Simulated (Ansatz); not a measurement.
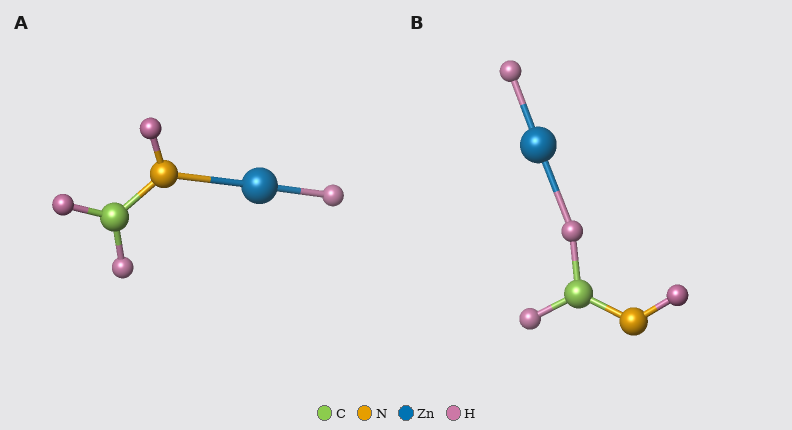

2 stationary structures of one formula. Charge +1, singlet. Geometries: PBE0-D4/def2-TZVP. Electronic energies: RHF-CCSD(T) (frozen core) with 3s3p of Cu, Zn/def2-TZVPP (Ansatz 0.2.0), without zero-point energy. No frequency run is at hand to confirm each as a minimum. Each is one conformer, not always the lowest.

### Rank them by energy, lowest first.

A is lowest (Cs); B lies 2.570 eV above it (Cs).

Give E(B) − E(A) in eV at these levels too: PBE0-D4/def2-TZVPP; B3LYP-D4/def2-TZVPP; PBE0-D4/def2-TZVP; PBE-D4/def2-TZVPP; ωB97M-V/def2-TZVPP; RHF-CCSD(T) (frozen core) with 3s3p of Cu, Zn/def2-TZVPP; r2SCAN-D4/def2-TZVPP.

```csv
level,E(B) − E(A) (eV)
PBE0-D4/def2-TZVPP,+2.440
B3LYP-D4/def2-TZVPP,+2.355
PBE0-D4/def2-TZVP,+2.446
PBE-D4/def2-TZVPP,+2.149
ωB97M-V/def2-TZVPP,+2.595
"RHF-CCSD(T) (frozen core) with 3s3p of Cu, Zn/def2-TZVPP",+2.570
r2SCAN-D4/def2-TZVPP,+2.330
```
